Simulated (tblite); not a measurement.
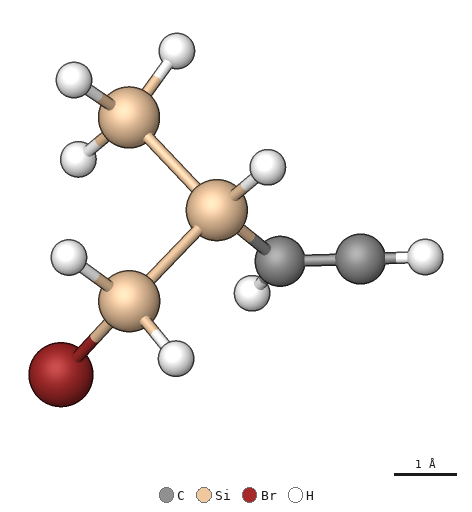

Starting structure of C$_{2}$H$_{8}$BrSi$_{3}$ (multiplicity 2). The picture is a ball-and-stick view, seen at a tilt.

Computed with tblite 0.8.0, GFN2-xTB geometry optimisation, gas phase.

```xyz
14

C     2.7109   -0.9965    0.2654
C     1.6378   -0.5967   -0.3838
Si    0.1828   -0.0402    0.5424
Si   -0.4297    2.0983   -0.1087
Si   -1.6708   -1.3153    0.0335
Br   -1.9449   -1.4451   -2.1730
H     3.5777   -1.3128    0.7833
H     1.6216   -0.6003   -1.4541
H     0.4295   -0.0728    2.0122
H     0.6407    3.0620    0.2405
H    -0.6713    2.1414   -1.5675
H    -1.6770    2.4998    0.6031
H    -1.5134   -2.6935    0.5637
H    -2.8946   -0.7287    0.6209
```

### What does the optimiser find from here?

H7 moves most after the best rigid fit: 0.57 Å. By element the largest moves are H 0.57 Å, Si 0.22 Å, C 0.21 Å, Br 0.16 Å. Some distances before and after: C2–Si3 1.812 → 1.957 Å, C1–C2 1.316 → 1.279 Å, Si4–H12 1.491 → 1.466 Å, Si5–H13 1.485 → 1.461 Å. Among the angles between lasting bonds that change: C2–C1–H7 179.6° → 137.2°, Si4–Si3–Si5 103.6° → 118.1°, Si3–Si5–H13 110.4° → 119.5°. Over 63 geometry steps the energy falls by 56.1 kJ/mol.

The structure at the end:

```xyz
14

C     2.7054   -1.0324    0.0600
C     1.6112   -0.6364   -0.4714
Si    0.0812    0.0656    0.5270
Si   -0.3018    2.2717   -0.1022
Si   -1.6071   -1.4877    0.1548
Br   -1.9461   -1.5672   -2.0621
H     3.1162   -1.1088    1.0413
H     1.4351   -0.6647   -1.5387
H     0.4260   -0.0850    1.9564
H     0.8130    3.1404    0.2776
H    -0.5091    2.3783   -1.5455
H    -1.5060    2.7742    0.5665
H    -1.3740   -2.8948    0.4719
H    -2.9446   -1.1534    0.6424
```

The end point in the same view:

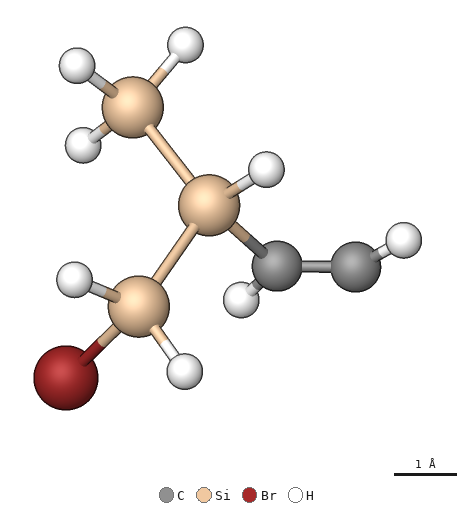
